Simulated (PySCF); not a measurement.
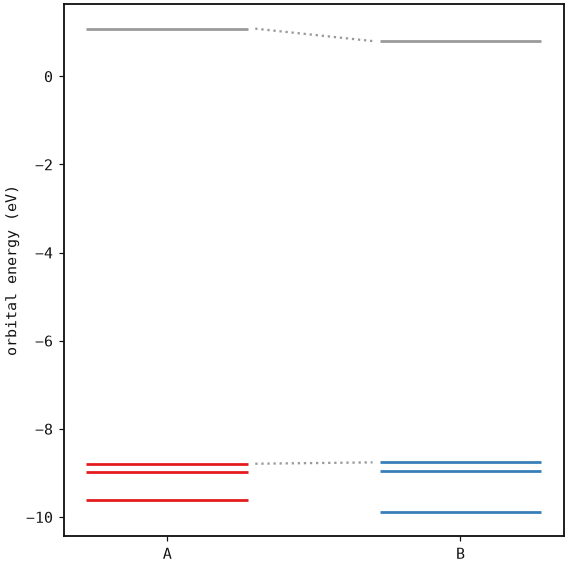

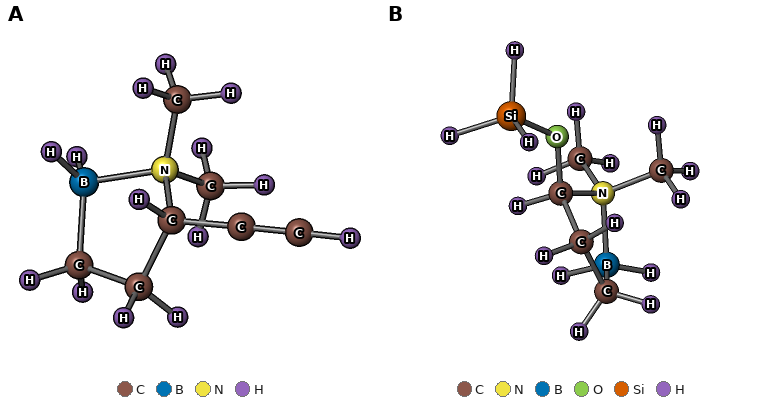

Related molecules: A is C₇H₁₄BN, SMILES C#C[C@@H]1CC[BH2-][N+]1(C)C; B is C₅H₁₆BNOSi, SMILES C[N+]1(C)[BH2-]CC[C@H]1O[SiH3]. Frontier orbital energies, CAM-B3LYP/def2-SVPD in PySCF 2.14.0, at a PBE0-D3(BJ)/def2-SVP geometry (no frequency check); drawn are at most three filled levels and, in grey, the LUMO with any level within 0.03 eV of it; dotted lines join the HOMOs and the LUMOs.

What does the change do to the frontier levels?

From A to B the HOMO hardly moves and the LUMO falls by 0.28 eV, so the separation goes from 9.87 to 9.56 eV.

Does the ΔSCF ionisation energy follow the HOMO?

A: −ε(HOMO) 8.79, ΔSCF 9.56 eV; B: −ε(HOMO) 8.76, ΔSCF 9.52 eV.

Caveats, for all or some of the runs: empty levels above zero depend strongly on the basis; one conformer of a flexible molecule.
